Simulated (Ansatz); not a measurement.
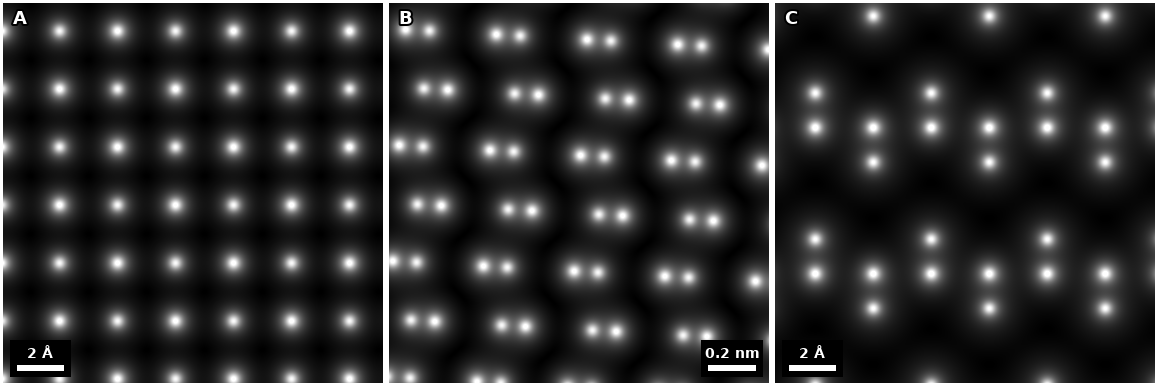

Three views of YbBi (P4/nmm, No. 129) along different zone axes. Computed as the sum of neutral-atom potentials (tabulated electron scattering factors, B = 0.3 Å²) projected along the beam and smoothed by 0.25 Å; brighter is more positive. The display is stretched by a gamma of 0.6; percentages refer to the linear signal. Structure: the input geometry of a calculation; the starting structure was generated, so it need not be a known form of this composition.

```
Yb Bi
1.0
     5.03363    0.00000    0.00000
     0.00000    5.03363    0.00000
     0.00000    0.00000    6.34280
Yb Bi
2 2
Direct
  0.50000 0.00000 0.23680
  0.00000 0.50000 0.76320
  0.00000 0.00000 0.00000
  0.50000 0.50000 0.00000
```

Q: Match the panels to the zone axes [001], [100] and [101].

A is [001]: projected cell 3.56 × 3.56 Å, 90°, plane group p4mm. B is [101]: projected cell 3.94 × 5.03 Å, 90°, plane group p2mg. C is [100]: projected cell 5.03 × 6.34 Å, 90°, plane group p2mg.
